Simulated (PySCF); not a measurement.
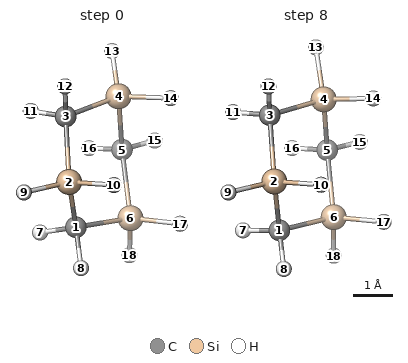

The structure of C₃H₁₂Si₃ before (left) and after (right) a relaxation, at one scale.

Style: ball-and-stick. Shown from a free direction.

The start comes from GFN2-xTB. Its atoms were then displaced at random by about 0.03 Å.

Theory: PBE0-D3(BJ)/def2-SVP geometry optimisation, gas phase in PySCF. 

What changed between the two?

Over 8 geometry steps the energy falls by 88.6 kJ/mol. The atom that moves furthest after the best rigid fit is Si4 (0.12 Å). By element the largest moves are Si 0.12 Å, H 0.11 Å, C 0.08 Å. Some distances before and after: Si4–C5 2.009 → 1.884 Å, Si4–H13 1.391 → 1.498 Å, C5–H16 1.014 → 1.105 Å, C1–H8 1.182 → 1.103 Å. Among the angles between lasting bonds that change: C5–Si4–H13 102.7° → 110.7°, C3–Si4–H13 117.1° → 110.5°, H7–C1–H8 100.7° → 106.7°.
